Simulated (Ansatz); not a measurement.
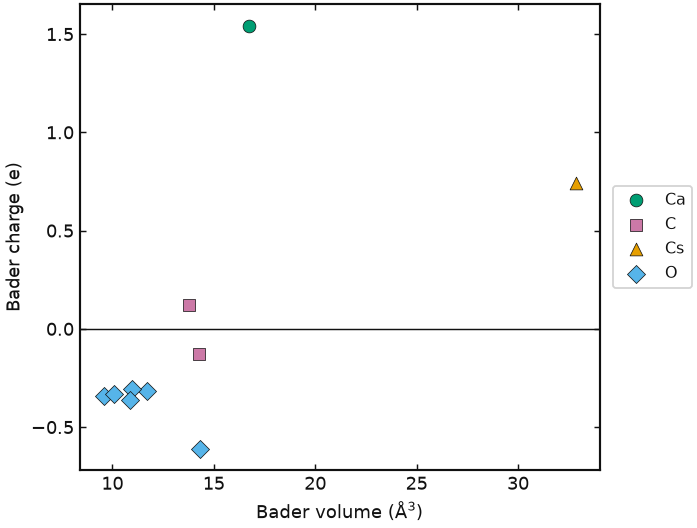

Bader charges of the atoms (positive: electrons lost), against the volumes of their basins.

The material is CsCaC2O6 (amorphous cell), 10 atoms in the cell.

Ansatz 0.2.0; DFT with r2SCAN, PAW plane waves, no spin polarisation, 3×4×4 k mesh, Fermi-Dirac smearing of 0.1 eV.

> What are the charges by element?

The Bader charges are Ca +1.54 e, Cs +0.74 e, C from −0.13 to +0.12 e and O from −0.61 to −0.31 e. Summed over the cell, Ca gives up most (1.5 e) and O takes most (2.3 e).

> Which atoms take the most room?

Cs has the largest basins, 32.9 Å³ on average, and O the smallest, 11.2 Å³.

> Are all O atoms alike?

The charges of the O atoms differ by up to 0.30 e, so they sit on unlike sites.

The atoms aren't at rest in this cell (largest force 4.8 eV/Å), so the relaxed material can differ.
